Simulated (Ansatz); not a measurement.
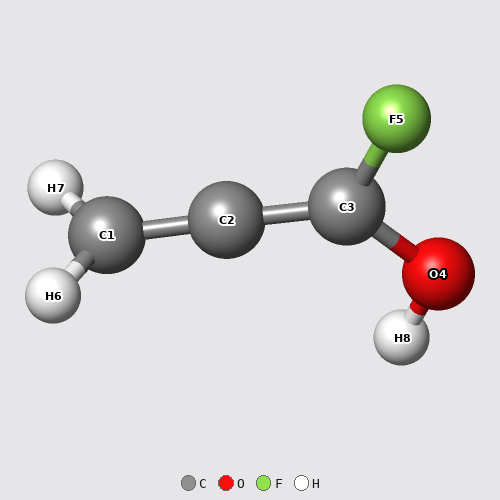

The system is C₃H₃FO, SMILES C=C=C(O)F; the picture shows the reference structure. The first coordinate is: angle C1–C2–C3 (carried through 180); the second: change of the bonds C2–C1, C2–C3, all alike. Nothing is relaxed (all other coordinates rigid). The grid has 15 × 15 points. Points are written as (first, second). Energies are in kcal/mol, from the relaxed molecule at the same level. These are results of RKS PBE0-D4/def2-TZVP (Ansatz), not measurements.

Its coordinates:

```yaml
atoms:
  - { symbol: C, position_ang: [-0.5387, 1.4331, -0.2902] }
  - { symbol: C, position_ang: [0.0989, 0.3250, -0.0475] }
  - { symbol: C, position_ang: [0.7143, -0.7978, 0.1949] }
  - { symbol: O, position_ang: [0.1883, -2.0269, 0.3216] }
  - { symbol: F, position_ang: [2.0267, -0.8713, 0.3578] }
  - { symbol: H, position_ang: [-0.9222, 2.0618, 0.5112] }
  - { symbol: H, position_ang: [-0.7105, 1.7856, -1.3056] }
  - { symbol: H, position_ang: [-0.7647, -1.9667, 0.2019] }
```

Range: angle C1–C2–C3 (carried through 180) from 140.0 to 220.0°; change of the bonds C2–C1, C2–C3, all alike from −0.143 to 0.221 Å.

Question: What will the energy surface look like?

Answer: The lowest grid point is at (180.0°, 0.013 Å), 0.26 kcal/mol from the relaxed molecule at the same level. No other kind of well shows on this grid. The highest grid point, (220.0°, −0.143 Å), lies 57.7 kcal/mol above the lowest. Round the minimum the two coordinates are nearly uncoupled.

```tsv
second ↓, first →	140.0	145.7	151.4	157.1	162.9	168.6	174.3	180.0	185.7	191.4	197.1	202.9	208.6	214.3	220.0
0.221	48.9	49.6	50.2	50.9	51.4	51.8	52.0	52.0	51.9	51.6	51.2	50.6	50.0	49.3	48.7
0.195	40.3	40.7	41.1	41.5	41.9	42.1	42.3	42.3	42.2	42.0	41.7	41.3	40.9	40.5	40.2
0.169	32.3	32.4	32.6	32.8	33.0	33.1	33.2	33.2	33.2	33.1	32.9	32.7	32.5	32.4	32.3
0.143	25.1	24.9	24.8	24.8	24.8	24.9	24.9	24.9	24.9	24.8	24.8	24.8	24.8	24.9	25.2
0.117	18.7	18.2	17.9	17.7	17.5	17.5	17.4	17.4	17.5	17.5	17.6	17.7	18.0	18.4	19.0
0.091	13.5	12.7	12.1	11.6	11.3	11.2	11.1	11.0	11.1	11.2	11.4	11.8	12.3	13.0	13.9
0.065	9.5	8.3	7.5	6.9	6.4	6.1	5.9	5.9	6.0	6.2	6.6	7.1	7.8	8.8	10.0
0.039	6.9	5.5	4.4	3.6	2.9	2.5	2.3	2.2	2.4	2.7	3.2	3.9	4.8	6.1	7.6
0.013	6.2	4.4	3.0	2.0	1.2	0.6	0.3	0.3	0.4	0.8	1.5	2.4	3.6	5.1	7.0
−0.013	7.4	5.3	3.7	2.4	1.4	0.7	0.4	0.3	0.5	1.0	1.7	2.8	4.3	6.1	8.4
−0.039	10.9	8.5	6.6	5.0	3.9	3.1	2.7	2.6	2.8	3.4	4.3	5.6	7.3	9.5	12.1
−0.065	17.1	14.4	12.2	10.4	9.1	8.1	7.6	7.5	7.8	8.5	9.5	11.1	13.0	15.5	18.5
−0.091	26.4	23.3	20.8	18.8	17.3	16.2	15.6	15.5	15.8	16.6	17.8	19.6	21.8	24.6	27.9
−0.117	39.3	35.8	32.9	30.7	29.0	27.8	27.1	27.0	27.3	28.2	29.6	31.6	34.1	37.2	40.9
−0.143	56.1	52.3	49.1	46.6	44.7	43.4	42.6	42.5	42.9	43.8	45.4	47.6	50.4	53.8	58.0
```

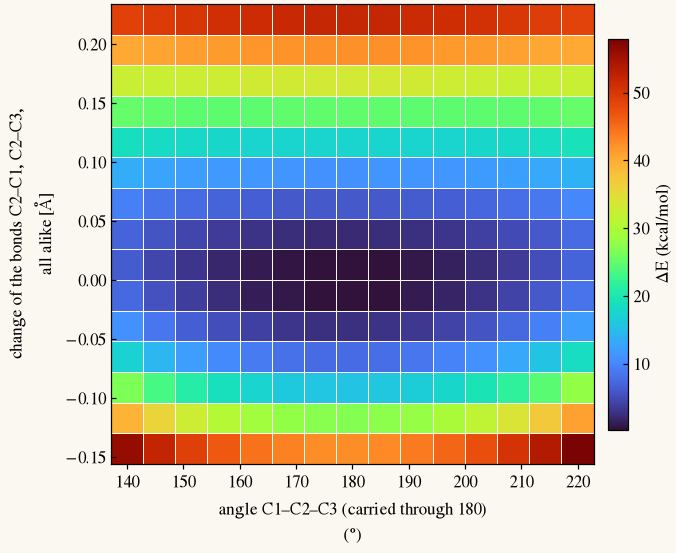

Drawn: one coloured cell a grid point.

Each point was launched as `ansatz run input.yaml --threads 1 --pin off --max-ram 2560MiB --backend cpu --events-out ev --progress --plain --runs-dir out`. Time for the 225 points that were run: 7.6 min on 1 thread of AMD EPYC 9R45 96-Core Processor (Zen 5), with other jobs on the host.
